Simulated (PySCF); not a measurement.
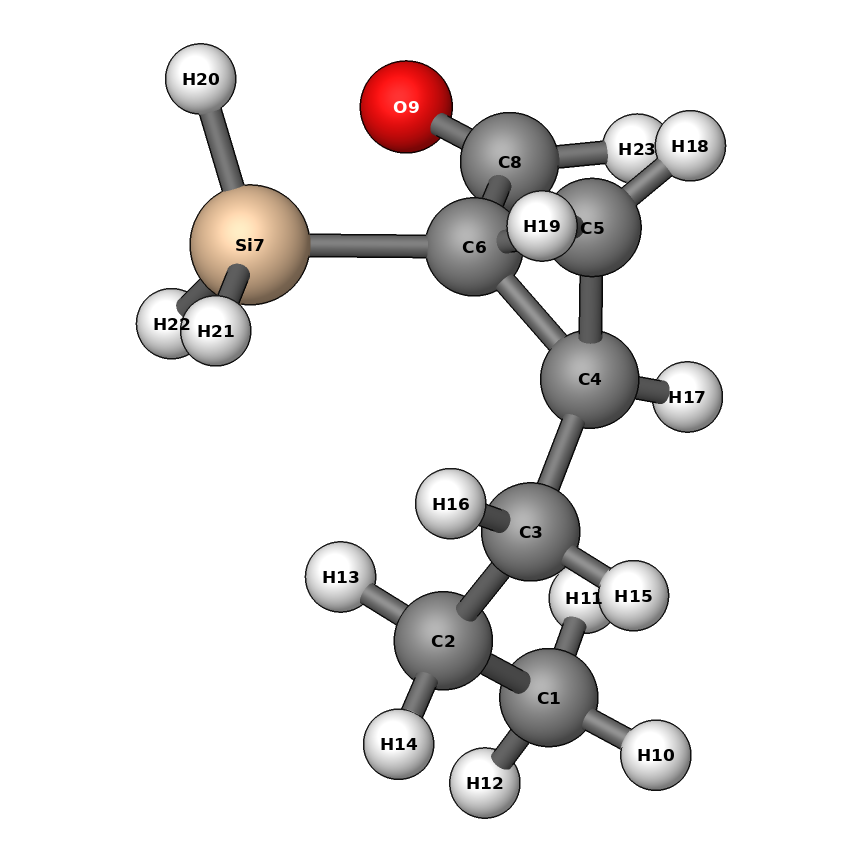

Computed geometry: GFN2-xTB optimisation. No frequency run is at hand to confirm it as a minimum. Properties computed with GIAO PBE0/pcSseg-1 NMR shielding, non-relativistic, gas phase (PySCF 2.14.0). Principal shieldings σ11 ≤ σ22 ≤ σ33, span Ω = σ33 − σ11, skew κ = 3(σiso − σ22)/Ω.

Give the shielding tensors of the Si atoms.

```tsv
atom	σ11	σ22	σ33	σiso	Ω	κ
Si7	397.3	409.8	460.7	422.6	63.4	0.61
```

Shieldings and span in ppm.

The geometry is semi-empirical. Around Si such bond lengths and angles can be off by a tenth of an ångström or more and by several degrees, and values that hang on the shape move with them.
